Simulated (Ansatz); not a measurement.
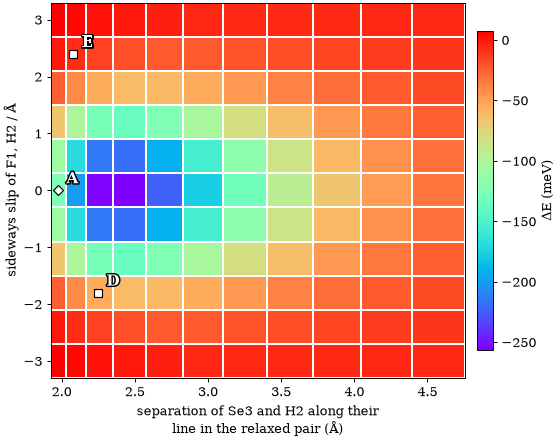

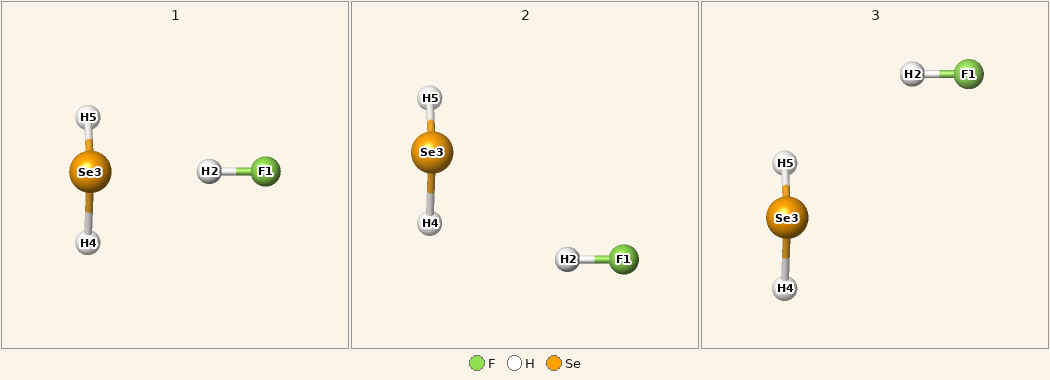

The pair FH···H₂Se. Coordinates scanned: (1) separation of Se3 and H2 along their line in the relaxed pair; (2) sideways slip of F1, H2. Nothing is relaxed (both partners rigid). The scan uses an 11 × 11 grid. Points are written as (first, second). Energies: meV, counted from the two partners far apart, frozen as in the relaxed pair, each in its own basis (no counterpoise correction). These are results of RKS PBE0-D4/def2-TZVPD in Ansatz 0.2.0, not measurements.

In the figure: one coloured cell a grid point, lettered points. The numbered pictures are the structures at these points, in random order.

### Which structure belongs to which point?

A is structure 1: (1.976 Å, 0.0 Å), −125 meV; D is structure 2: (2.249 Å, −1.8 Å), −55 meV; E is structure 3: (2.079 Å, 2.4 Å), −7 meV.
